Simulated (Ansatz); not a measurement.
# CH₅BeFSi: what the fields show

Input

```
basis:
  gaussian:
    orbitals: def2-TZVPD
crystal:
  periodic: [false, false, false]
  atoms:
    - {symbol: C, position_ang: [-1.054013, 0.778430, 1.029489]}
    - {symbol: Be, position_ang: [-1.231582, -1.631099, 3.424057]}
    - {symbol: F, position_ang: [-1.668790, -2.894763, 3.813523]}
    - {symbol: Si, position_ang: [-0.555616, 0.333828, 2.808404]}
    - {symbol: H, position_ang: [-0.689341, 1.783206, 0.763718]}
    - {symbol: H, position_ang: [-2.149205, 0.771036, 0.912547]}
    - {symbol: H, position_ang: [-0.630479, 0.060413, 0.309597]}
    - {symbol: H, position_ang: [0.936300, 0.418767, 2.926070]}
    - {symbol: H, position_ang: [-1.104346, 1.374837, 3.736875]}
hamiltonian:
  xc: pbe0
output: {forces: true, orbitals: {seedname: orbitals}}
```

Launched as:

```sh
ansatz run input.yaml --threads 1 --pin off --max-ram 2610MiB --events-out events.jsonl --progress --plain --runs-dir runs
```

Geometry: B3LYP-D3(BJ)/def2-SVP.

These are results of isolated molecule in a Gaussian basis; Kohn-Sham density functional theory, functional PBE0 (Ansatz 0.2.0), not measurements.

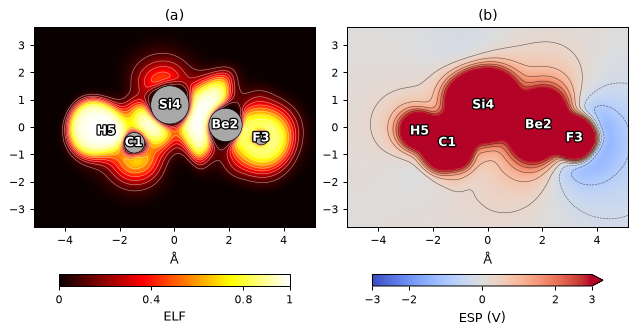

Figure 1. (a) electron localisation function; (b) electrostatic potential on the plane of atoms Si4, C1 and H5. Grey discs cover the atomic cores in the ELF map.

**What does the map show?**

- The plane passes through C, Be, F, Si and H nuclei.
- Be–F (1.39 Å): the ELF peaks at about 0.85 in the valence shell of F, 0.6 Å from its nucleus, and is about 0.80 at the midpoint.
- C–Si (1.90 Å): the ELF peaks at about 0.95 between the atoms, as expected for localised, covalent bonding.
- Be–Si (2.17 Å): the ELF peaks at about 1 between the atoms (a shared electron pair).
- C–H (1.10 Å): the ELF climbs to about 1 towards the hydrogen, as it does in any bond to H (an ordinary covalent bond to hydrogen).
- The ELF also peaks beside F3, away from the bonds: lone-pair regions.
- Outside the dense part of the molecule the potential is most negative (−1.3 V) near F3.

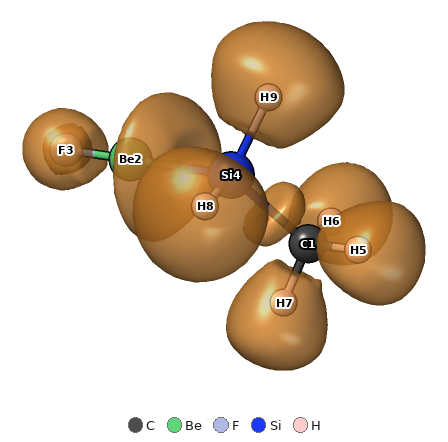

Figure 2. Isosurface of the ELF at 0.8 (orange), seen at an oblique angle. Core shells and regions of very low density are left out.

**What do the ELF domains correspond to?**

The ELF exceeds this value in one region between bonded Be–Si atoms (shared pairs), one region between bonded C–Si atoms (shared pairs), five regions around hydrogen nuclei and one region wrapped around F (its valence shell).

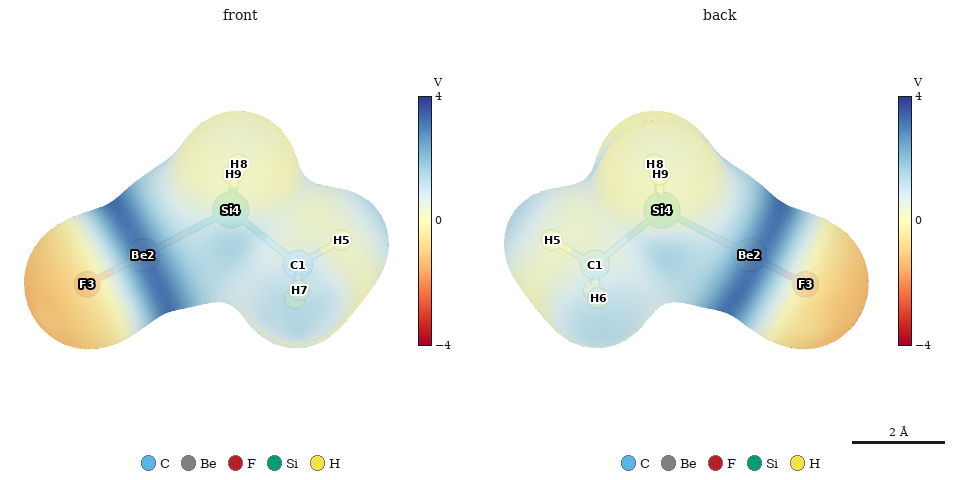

Figure 3. The electrostatic potential painted on the density surface at 0.004 e/bohr³, seen from the front and from behind; red is negative and blue positive.

**Which sites attract a positive test charge, and which a negative one?**

A positive charge is drawn to the negative regions and a negative charge to the positive ones. The most negative region (about −1.3 V, or −30 kcal/mol for a unit charge) lies over F3, the most positive (about +3.2 V, or +74 kcal/mol for a unit charge) over Be2.
